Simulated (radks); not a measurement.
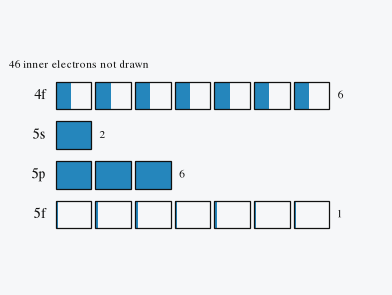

Fig. 1: The outer shells as the input fills them: a box for each of the 2l + 1 orbitals, shaded by the share of the shell that is filled, with the electron count at the right.

Sm⁺: atomic calculation

- system: Sm⁺, configuration [Xe] 4f6 5f1.
- method: scalar-relativistic Kohn-Sham, r2SCAN, spin-polarised, spherical densities, finite nucleus (radks)

**Input**
```
Z 62
configuration [Xe] 4f6 5f1
relativity scalar-relativistic
functional r2scan,r2scan
spin polarised
nucleus finite rms 5.0819 fm
c 137.035999084
```

Energies in input and log are in hartree, lengths in bohr (the nuclear radius in fm).

**The program's output**
```
1s      1   1.0000       -1718.17939334
2s      1   1.0000        -281.79730235
2p      1   3.0000        -251.28856733
3s      1   1.0000         -62.30816822
3p      1   3.0000         -52.71880529
3d      1   5.0000         -39.73094643
4s      1   1.0000         -12.86812487
4p      1   3.0000          -9.70329991
4d      1   5.0000          -5.24662678
4f      1   6.0000          -0.50006713
5s      1   1.0000          -2.04093935
5p      1   3.0000          -1.27213509
5f      1   1.0000          -0.08954403
1s      2   1.0000       -1718.17921185
2s      2   1.0000        -281.79823963
2p      2   3.0000        -251.28891647
3s      2   1.0000         -62.22207568
3p      2   3.0000         -52.63254213
3d      2   5.0000         -39.66354982
4s      2   1.0000         -12.64499808
4p      2   3.0000          -9.47719686
4d      2   5.0000          -5.01636440
4f      2   0.0000          -1.62067255
5s      2   1.0000          -1.91974724
5p      2   3.0000          -1.18474789
5f      2   0.0000          -0.16793872
Etot -10427.44891893702
Ekin 11145.569942214523
Encl -25363.593817910645
Eh 4026.4525105986895
Exc -235.8775538395884
err 0.0003523524983094007
it 170
```

**What the run reported**

- outcome: not converged
- total energy: −10427.4489 hartree
- kinetic energy: 11145.5699 hartree
- electron–nucleus energy: −25363.5938 hartree
- Hartree energy: 4026.4525 hartree
- exchange–correlation energy: −235.877554 hartree
- SCF iterations: 170
- hardware: 1 CPU thread, shared host
- wall time: 2 s

**Diagnosis**

The run did not meet its convergence test in 170 iterations, so its last values are not results. This is an excited configuration.
